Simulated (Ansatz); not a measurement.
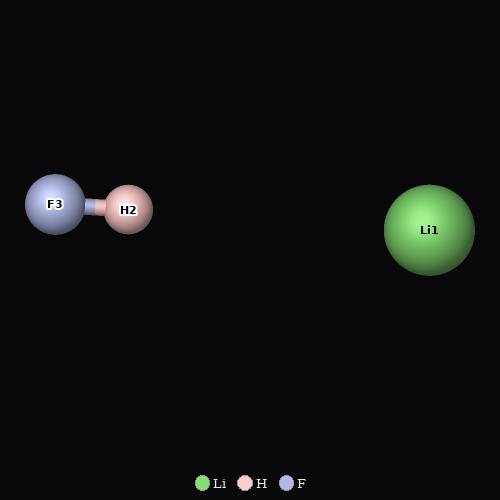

The system is Li⁺ + HF; the picture shows the reference structure. 
- Coordinates scanned: (1) distance Li1–H2; (2) distance H2–F3.
- Nothing is relaxed (the angle Li1–H2–F3 is fixed at 180 degrees).
- Grid: 17 × 17 points.
- All energies are given in kJ/mol relative to the lowest grid point.
- The restricted reference is unstable at some or all points, so the energies there are unreliable.
- All numbers below come from RHF-CCSD(T), frozen core/def2-TZVPD (Ansatz).

Its coordinates:

```xyz
3

Li   -3.6720    0.0000    0.0000
H     0.0000    0.0000    0.0000
F     0.8890    0.0000    0.0000
```

Range: distance Li1–H2 from 1.272 to 3.672 Å; distance H2–F3 from 0.728 to 3.128 Å.

Q: Predict the map.

A: The lowest grid point is at distance Li1–H2 = 3.672 Å, distance H2–F3 = 0.889 Å. It lies in a valley that leaves the map towards separated partners. The highest grid point, distance Li1–H2 = 1.272 Å, distance H2–F3 = 2.203 Å, lies 610 kJ/mol above the lowest.

| distance H2–F3 ↓, distance Li1–H2 → | 1.272 | 1.433 | 1.668 | 1.943 | 2.247 | 2.575 | 2.923 | 3.290 | 3.672 |
| --- | --- | --- | --- | --- | --- | --- | --- | --- | --- |
| 3.128 | 555 | 508 | 481 | 475 | 478 | 480 | 480 | 478 | 473 |
| 2.746 | 580 | 530 | 499 | 490 | 490 | 492 | 492 | 490 | 487 |
| 2.379 | 604 | 551 | 515 | 502 | 499 | 499 | 499 | 499 | 497 |
| 2.031 | 606 | 551 | 511 | 493 | 487 | 484 | 482 | 480 | 478 |
| 1.703 | 556 | 500 | 457 | 434 | 421 | 413 | 407 | 401 | 397 |
| 1.399 | 429 | 375 | 330 | 303 | 285 | 272 | 262 | 254 | 247 |
| 1.124 | 259 | 208 | 164 | 135 | 116 | 101 | 90 | 81 | 74 |
| 0.889 | 174 | 127 | 86 | 59 | 40 | 26 | 15 | 7 | 0 |
| 0.728 | 338 | 295 | 258 | 232 | 214 | 201 | 190 | 183 | 177 |

The table holds every second grid line.

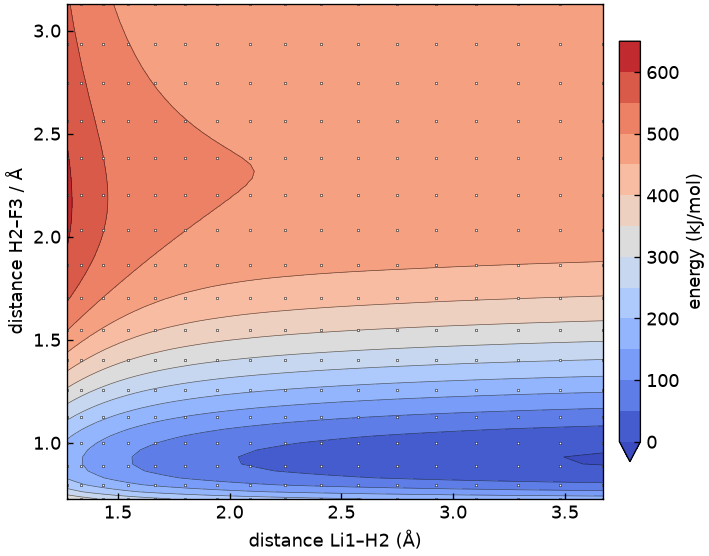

Drawn: filled contours, dots at the grid points. Between grid points the surface is interpolated.

Time for the 289 points that were run: 20 min on 1 thread of Intel(R) Xeon(R) Platinum 8488C (Sapphire Rapids), with other jobs on the host.
